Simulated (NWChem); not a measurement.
# AlClF2 (SMILES [F][Al]([F])[Cl]): levels of theory compared

Wanted: a comparison of 6 runs (HF/def2-SVPD, PBE0/def2-SVP, PBE/def2-SVPD, PBE0/def2-SVPD, MP2/def2-SVPD, MP2/def2-TZVP) of AlClF2. 

The calculation is run with NWChem 7.3.0.

## 1. The molecule

AlClF2 has 4 atoms, charge 0, and is taken as a singlet. SMILES: `[F][Al]([F])[Cl]`. Geometry: relaxed at PBE0-D4/def2-TZVP.

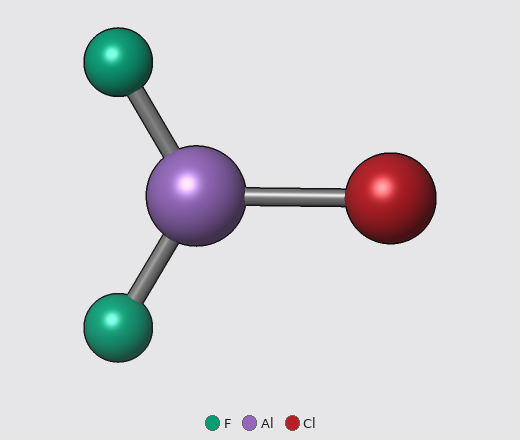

The structure, seen from a chosen angle (fluorine teal, aluminium purple, chlorine red).

## 2. Energy and forces at HF/def2-SVPD (run 1)

Input file calc.nw:

```
start calc
title "AlClF2 gradient"
memory 2200 mb

geometry units bohr noautosym nocenter noautoz
   F   1.88443489  1.36392873  2.17250474
   Al  0.13092023 -0.09590360  0.10123263
   F   0.51682120 -3.12526686 -0.31116230
   Cl -2.53219521  1.85724173 -1.96259396
end

basis spherical bse
   * library def2-SVPD
end

scf
   thresh 1e-08
   maxiter 80
end

task scf gradient
```

On the command line:

```bash
$ nwchem calc.nw > calc.out
```

Log:

```text
[...]
  functions       =    97
[...]
  wavefunction    = RHF
[...]
         Total SCF energy =   -900.164194805568
      One-electron energy =  -1646.095980978815
      Two-electron energy =    547.583850797840
 Nuclear repulsion energy =    198.347935375407
        Time for solution =     10.7s
[...]
                         RHF ENERGY GRADIENTS
    atom               coordinates                        gradient
                 x          y          z           x          y          z
   1 F       1.884435   1.363929   2.172505   -0.003055  -0.002000  -0.003460
   2 Al      0.130920  -0.095904   0.101233   -0.000541   0.000403  -0.000438
   3 F       0.516821  -3.125267  -0.311162   -0.000945   0.004930   0.000373
   4 Cl     -2.532195   1.857242  -1.962594    0.004541  -0.003333   0.003525
[...]
```

Run time: 16 s. Hardware: 1 thread of Intel Xeon 6975P-C (Granite Rapids), shared host; peak memory 0.1 GiB.

## 3. Energy and forces at PBE0/def2-SVP (run 2)

Input file m1.nw:

```
start m1
title "AlClF2"
memory total 2200 mb

geometry noautosym nocenter noautoz
  F     0.997200    0.721760    1.149640
  Al    0.069280   -0.050750    0.053570
  F     0.273490   -1.653820   -0.164660
  Cl   -1.339980    0.982810   -1.038560
end

basis spherical bse
  F library def2-SVP
  Al library def2-SVP
  Cl library def2-SVP
end

dft
  xc pbe0
  grid xfine
  convergence energy 1e-08
  maxiter 100
  mulliken
  print low
end

task dft gradient
```

On the command line:

```bash
$ nwchem m1.nw > m1.out
```

Log:

```text
[...]
 d= 0,ls=0.0,diis     1   -901.5971015249 -1.10D+03  2.13D-02  8.98D-01     0.9
[...]
 d= 0,ls=0.0,diis     8   -901.6943653734 -3.29D-09  1.48D-06  1.98D-08     5.2
         Total DFT energy =     -901.694365373356
      One electron energy =    -1646.741163397759
           Coulomb energy =      614.262386493493
    Exchange-Corr. energy =      -67.563538006614
 Nuclear repulsion energy =      198.347949537523
[...]
      Total Density - Mulliken Population Analysis
     ---------------------------------------------
    Atom       Charge   Shell Charges
 -----------   ------   -------------------------------------------------------
    1 F    9     9.39   1.99  1.12  0.81  3.34  2.12  0.00
    2 Al  13    11.95   2.00  1.98  0.60 -0.05  5.93  0.77  0.29  0.43
    3 F    9     9.39   1.99  1.12  0.81  3.34  2.12  0.00
    4 Cl  17    17.26   2.00  1.99  1.25  0.69  5.93  2.15  3.24  0.01
[...]
                         DFT ENERGY GRADIENTS
    atom               coordinates                        gradient
                 x          y          z           x          y          z
   1 F       1.884435   1.363929   2.172505   -0.006127  -0.005238  -0.007267
   2 Al      0.130920  -0.095904   0.101233    0.005719  -0.004191   0.004418
   3 F       0.516821  -3.125267  -0.311162   -0.001282   0.010671   0.001534
   4 Cl     -2.532195   1.857242  -1.962594    0.001690  -0.001242   0.001315
 Task  times  cpu:        6.8s     wall:        6.8s
 Total times  cpu:        6.9s     wall:        6.9s
```

It took 7.5 s on 1 thread of Intel Xeon 6975P-C (Granite Rapids), shared host; peak memory 0.13 GiB.

Runs 3 to 5 aren't shown in full; the table further down has their settings and results.

## 4. Energy and forces at MP2/def2-TZVP (run 6)

Input file job.xyz:

```xyz
4

F      0.997200     0.721760     1.149640
Al     0.069280    -0.050750     0.053570
F      0.273490    -1.653820    -0.164660
Cl    -1.339980     0.982810    -1.038560
```

Input file run.py:

```python
from ase.io import read
from ase.calculators.nwchem import NWChem

mol = read('job.xyz')

calc = NWChem(
    label='job',
    theory='mp2',
    memory='2200 mb',
    basis='def2-TZVP',
    basispar='spherical bse',
    scf={'nopen': '0', 'rhf': None, 'thresh': '1e-08', 'maxiter': '80'},
    mp2={'freeze': 'core 12', 'tight': None},
)
mol.calc = calc

forces = mol.get_forces()
print("Total energy (eV):", round(mol.get_potential_energy(), 6))
print("forces (eV/A):")
for s, f in zip(mol.symbols, forces):
    print(f"{s:2s} {f[0]:10.5f} {f[1]:10.5f} {f[2]:10.5f}")
```

On the command line:

```bash
$ export ASE_NWCHEM_COMMAND="nwchem PREFIX.nwi > PREFIX.nwo"
$ python run.py
```

Log:

```text
Total energy (eV): -24528.263515
forces (eV/A):
F     0.12902    0.11627    0.15432
Al   -0.04227    0.03075   -0.03193
F     0.02407   -0.22842   -0.03630
Cl   -0.11081    0.08140   -0.08613
```

The calculator wrote job.nwi:

```
title "job"

permanent_dir job

scratch_dir job

start job

geometry units angstrom nocenter noautosym noautoz
  F  9.9719999999999998e-01 7.2175999999999996e-01 1.1496400000000000e+00
  Al 6.9279999999999994e-02 -5.0750000000000003e-02 5.3570000000000000e-02
  F  2.7349000000000001e-01 -1.6538200000000001e+00 -1.6466000000000000e-01
  Cl -1.3399799999999999e+00 9.8280999999999996e-01 -1.0385599999999999e+00
end

memory 2200 mb

basis spherical bse noprint
   * library def2-TZVP
end

scf
  nopen 0
  rhf
  thresh 1e-08
  maxiter 80
end
mp2
  freeze core 12
  tight
end

task mp2 gradient
```

job.nwo, cut to the lines that bear on the results:

```text
[...]
         Total SCF energy =   -900.643715052618
[...]
                         mp2 ENERGY GRADIENTS
    atom               coordinates                        gradient
                 x          y          z           x          y          z
   1 F       1.884435   1.363929   2.172505   -0.002509  -0.002261  -0.003001
   2 Al      0.130920  -0.095904   0.101233    0.000822  -0.000598   0.000621
   3 F       0.516821  -3.125267  -0.311162   -0.000468   0.004442   0.000706
   4 Cl     -2.532195   1.857242  -1.962594    0.002155  -0.001583   0.001675
[...]
```

It took 87 s on 1 thread of Intel Xeon 6975P-C (Granite Rapids), shared host; peak memory 0.72 GiB.

## 5. Overview of the runs

```tsv
run	level	iteration cap	module	energy (Eh)	dipole moment (D)	HOMO energy (eV)	LUMO energy (eV)	wall time
1	HF/def2-SVPD	80	scf	-900.164195	0.49	-13.49	0.69	16 s
2	PBE0/def2-SVP	100	dft	-901.694365	–	–	–	7.5 s
3	PBE/def2-SVPD	100	dft	-901.664170	0.51	-8.62	-2.46	15 s
4	PBE0/def2-SVPD	100	dft	-901.723895	0.52	-10.09	-1.62	15 s
5	MP2/def2-SVPD	80	mp2	-900.758563	0.44	-13.49	0.69	29 s
6	MP2/def2-TZVP	80	mp2	-901.397066	0.40	-13.40	1.57	87 s
```

## 6. Results

```
                                                      quantity          value
                                           run 6: total energy  -901.39707 Eh
run 6: dipole moment (of the density that the program reports)         0.40 D
                    run 6: HOMO energy (Hartree–Fock orbitals)      -13.40 eV
                    run 6: LUMO energy (Hartree–Fock orbitals)        1.57 eV
                  run 6: HOMO–LUMO gap (Hartree–Fock orbitals)       14.97 eV
           run 6: correlation energy (12 core orbitals frozen)     -753.4 mEh
                               run 6: largest force on an atom     0.233 eV/Å
```

Over runs 1, 3, 4, 5, 6 the dipole moment (its size) runs from 0.40 D (MP2/def2-TZVP) to 0.52 D (PBE0/def2-SVPD). The two ends differ in method and basis. Over runs 1, 3, 4 the HOMO–LUMO gap runs from 6.16 eV (PBE/def2-SVPD) to 14.18 eV (HF/def2-SVPD). Exact exchange widens orbital gaps. Totals of different functionals can't be ranked against each other. All runs together took 2.8 min, the longest 87 s.
